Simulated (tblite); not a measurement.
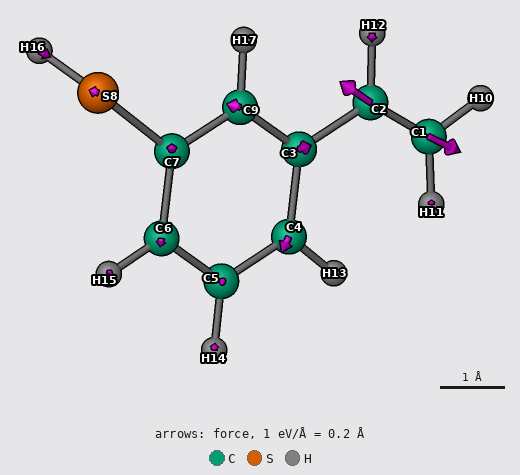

Starting geometry of C8H8S (charge +1, multiplicity 2) with the computed forces as purple arrows. The picture is a ball-and-stick view, seen at a tilt.

Computed with GFN2-xTB geometry optimisation, gas phase in tblite 0.8.0. 

Is this structure relaxed? If not, where do the atoms go?

Answer. It isn't relaxed: the largest force vector, on C2, is 3.72 eV/Å. The final displacements have little in common with the starting forces (cosine between the two patterns 0.15). The atom that moves furthest after the best rigid fit is H16 (1.21 Å). By element the largest moves are H 1.21 Å, S 0.46 Å, C 0.21 Å. Near-neighbour distances that change, for instance: S8–H16 1.406 → 1.344 Å, C1–C2 1.293 → 1.342 Å, C7–S8 1.785 → 1.741 Å, C2–H12 1.110 → 1.082 Å. Bond angles that change, for instance: C7–S8–H16 108.9° → 97.3°, S8–C7–C9 118.4° → 123.2°, C6–C7–S8 120.4° → 116.5°. Groups turn about C7–S8 by about 80°. The energy falls by 0.640 eV in 76 geometry steps.
